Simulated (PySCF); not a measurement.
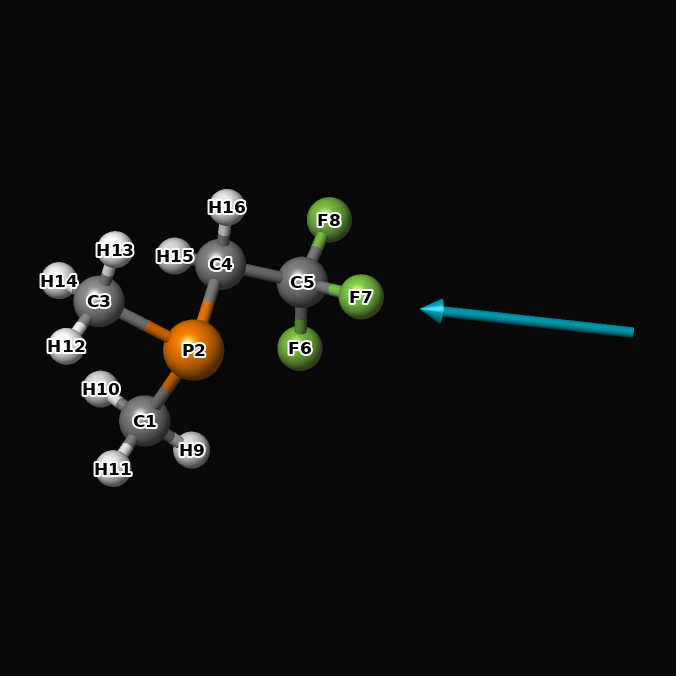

The arrow beside the molecule shows the direction of the dipole moment, from the negative to the positive end (its length means nothing). Computed geometry: GFN2-xTB optimisation. No frequency run is at hand to confirm it as a minimum. Properties computed with CAM-B3LYP/def2-SVPD, gas phase (PySCF 2.14.0).

Estimate the dipole moment.

3.33 D; it points from the side of F7 to the side of H12, H14 (the outermost atoms at the two ends).

The geometry is semi-empirical. Around P such bond lengths and angles can be off by a tenth of an ångström or more and by several degrees, and values that hang on the shape move with them.
